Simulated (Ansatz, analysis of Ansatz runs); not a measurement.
# A hop of O in VPO5 (Cc), charge 0, part 2 of 4

Wanted: path and barrier of a jump of O in VPO5 (Cc) at charge 0. The case: V_O hop (2.7 Å), in a cell of 28 host atoms with 1 O taken out.

Ansatz 0.2.0; plane-wave PAW DFT, PBEsol; nudged elastic band between two relaxed defect structures.

So far: The structure; Relaxation of the start point, charge 0.

## (3) Relaxation of the end point, charge 0

Level of this step: plane-wave PAW DFT, PBEsol; relaxation of all atoms of a defect supercell (Ansatz).

The end point is relaxed in the same cell and settings, so that the two energies compare.

File q0.end/input.yaml:

```yaml
crystal:
  lattice:
    - [7.23135339, 0.0, 0.0231586]
    - [0.0, 7.01126236, 0.0]
    - [-3.25407702, 0.0, 6.49855959]
  atoms:
    - { symbol: V, position: [0.21312115, 0.73240501, 0.46333313] }
    - { symbol: V, position: [0.71312115, 0.23240501, 0.46333313] }
[... 2 atom lines left out ...]
    - { symbol: P, position: [0.00339034, 0.87804222, 0.75278919] }
    - { symbol: P, position: [0.50339034, 0.37804222, 0.75278919] }
[... 3 atom lines left out ...]
    - { symbol: O, position: [0.66707508, 0.50785609, 0.91924169] }
[... 1 atom line left out ...]
    - { symbol: O, position: [0.33512307, 0.50158382, 0.08409146] }
[... 1 atom line left out ...]
    - { symbol: O, position: [0.16707508, 0.99214391, 0.41924169] }
[... 1 atom line left out ...]
    - { symbol: O, position: [0.4076997, 0.75104599, 0.35851963] }
[... 3 atom lines left out ...]
    - { symbol: O, position: [0.338352, 0.494278, 0.58187] }
[... 1 atom line left out ...]
    - { symbol: O, position: [0.4076997, 0.24895401, 0.85851963] }
[... 1 atom line left out ...]
    - { symbol: O, position: [0.01747533, 0.65899674, 0.267993] }
[... 1 atom line left out ...]
    - { symbol: O, position: [0.01747533, 0.34100326, 0.767993] }
    - { symbol: O, position: [0.51747533, 0.84100326, 0.767993] }
basis:
  ecutwfc: 420
  xc_grid: 2
hamiltonian:
  xc: pbesol
kpoints:
  mp_grid: { grid: [1, 1, 1] }
scf:
  occupations: { method: fixed }
  max_iter: 60
output:
  forces: true
relax:
  f_tol: 0.02
  max_steps: 70
  random_displacement: { amplitude: 0.03, seed: 6192 }
```

Started as:

```
$ ansatz run input.yaml --threads 4 --pin off --max-ram 7536MiB --backend cpu --events-out ev --progress --plain --runs-dir out
```

Numbers of over 12 decimals in the logs are rounded to 6 here.

What it wrote:

```text
[...]
Crystal: 27 atoms, lattice volume = 330.011 Å³
Basis set: ecut = 420 eV, 6445 PW (Γ), exchange–correlation on 100×96×100 points (8 copies of the dense FFT grid, shifted against one another)
Bands: 120, of which v1, the nominal top of the filled ones, is band 93 counted from 1 (92 counted from 0)
Symmetry: 1 space group operations
k-points: 1
[...]
SCF iter   1: F=—  HF=-25168.533661 eV  |F-HF|=—  |Δ(HF+E_count)|=         —  Δρ=1.75e-2  dr2=9.51e-1  ethr=1.77e-3  ⟨swp⟩=5.0  Hψ=414  notcnv=0  defer=24
[...]
SCF iter  11: F=-25168.302924 eV  HF=-25168.302922 eV  |F-HF|=1.78e-6  |Δ(HF+E_count)|=   9.12e-6  Δρ=2.66e-5  dr2=2.82e-6  ethr=5.38e-9  ⟨swp⟩=5.0  Hψ=348  notcnv=0
SCF 1 converged in 11 iterations: F = -25168.302924 eV  dr2 = 2.82e-6
[...]
- { symbol: V, position: [0.708053, 0.226994, 0.459837] }
    - { symbol: V, position: [0.211511, 0.253320, 0.960370] }
    - { symbol: V, position: [0.717747, 0.767664, 0.957480] }
    - { symbol: P, position: [0.004772, 0.866103, 0.732837] }
    - { symbol: P, position: [0.493983, 0.386648, 0.757121] }
    - { symbol: P, position: [0.008580, 0.121136, 0.257986] }
    - { symbol: P, position: [0.513131, 0.613300, 0.243447] }
    - { symbol: O, position: [0.163125, 0.001913, 0.915097] }
    - { symbol: O, position: [0.665461, 0.509056, 0.926849] }
    - { symbol: O, position: [0.824320, 1.005718, 0.591507] }
    - { symbol: O, position: [0.343583, 0.495403, 0.078528] }
    - { symbol: O, position: [0.848180, -0.003670, 0.088946] }
    - { symbol: O, position: [0.172759, 0.990402, 0.432079] }
    - { symbol: O, position: [0.682004, 0.490629, 0.409232] }
    - { symbol: O, position: [0.412282, 0.733370, 0.359441] }
[...]
- { symbol: O, position: [0.020693, 0.657853, 0.275833] }
    - { symbol: O, position: [0.515171, 0.153230, 0.261855] }
    - { symbol: O, position: [0.014340, 0.337149, 0.774006] }
    - { symbol: O, position: [0.520106, 0.846922, 0.767284] }
[key lines of the parts left out:]
SCF converged after 7 iterations
Free energy (F): -25169.181616 eV
Fermi energy:    4.638979 eV
```

Wall time 15 s (4 threads of Arm Neoverse V1, shared host); peak memory 0.45 GiB.

The steps of the relaxation:

```
step  energy less that of the first step (eV)  largest force component (eV/Å)
   1                                   0.0000                          1.9747
   2                                  -0.4443                          1.2933
   3                                  -0.7337                          0.4184
   4                                  -0.7973                          0.5739
   5                                  -0.8520                          0.1795
   6                                  -0.8717                          0.1240
   7                                  -0.8764                          0.0627
   8                                  -0.8781                          0.0213
   9                                  -0.8785                          0.0408
  10                                  -0.8787                          0.0170
```

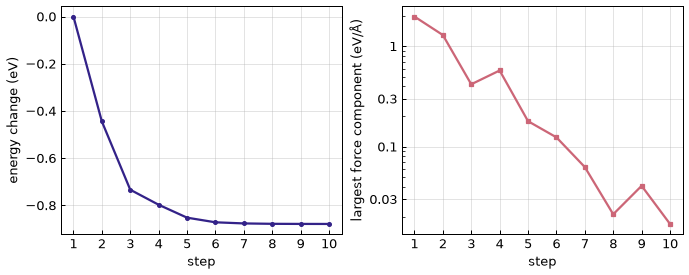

Energy and largest force along the relaxation.

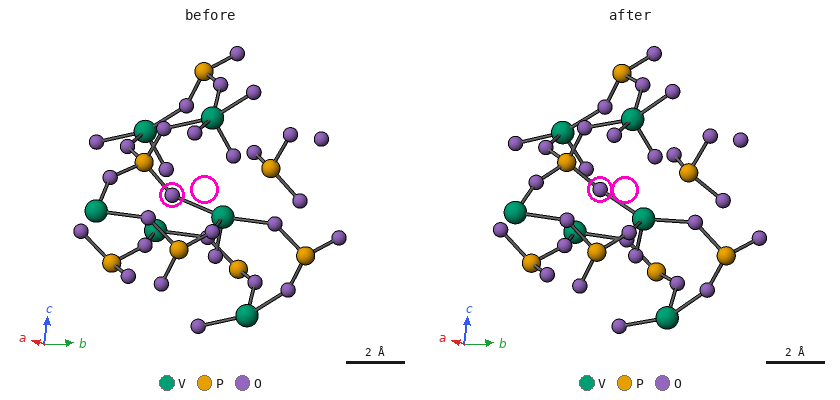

Before and after: the atoms that start within 5 Å of the centre. O20, which moves most, is ringed if it is among them. A ring with no atom in it marks the middle of the ideal hop. Bonds to atoms that aren't drawn are left out.

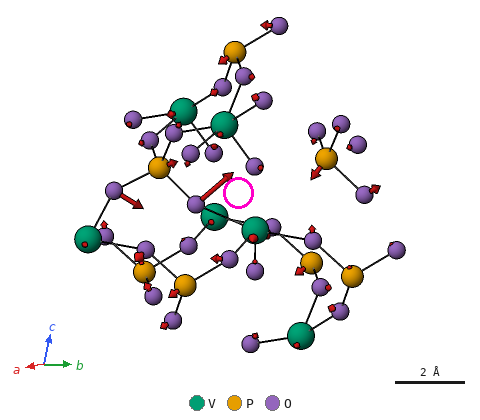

Displacements in the relaxation from the typed sites near the centre, exaggerated, the mean shift taken out; the longest in the cell stands for 0.42 Å. A ring marks the middle of the ideal hop wherever no atom is near it. Bonds to atoms that aren't drawn are left out.

The atoms that moved most (Å, from the sites as typed, ahead of the random displacement, the mean shift of all atoms taken out):

```
atom      dx      dy      dz  length
 O20  -0.278   0.201   0.241   0.419
 O21  -0.112   0.186  -0.144   0.261
  P5   0.070  -0.079  -0.130   0.167
 O15   0.136  -0.006  -0.065   0.150
 O11  -0.107   0.056   0.048   0.130
  P8   0.096  -0.056  -0.061   0.127
  V1   0.104   0.042  -0.048   0.122
 O16   0.025  -0.119   0.006   0.122
```

Neighbours of O20 at the end:

```
atom  distance (Å)
  P6         1.550
  V1         1.852
 O22         2.509
 O10         2.518
 O21         2.568
 O24         2.640
 O27         2.662
 O16         2.716
```

Numbers from this step:

```
free energy                                                                                       : -25169.1816 eV
largest move from the ideal geometry of this structure, a common shift of the far atoms taken out : 0.4432 Å
```

The relaxation gained 0.879 eV and ended with a largest force component of 0.017 eV/Å. The end lies 0.070 eV above the start.

(Continued in part 3 of 4.)

[Logs are printed without paths, hosts, clocks, repeated set-up lines and the standing remarks that a program may print on its own settings, such as how far it seeks lower states.]

[Hosts, paths, dates, database ids (printed as entryN), source tags and the programs' standing remarks are cut or masked in the printed files.]
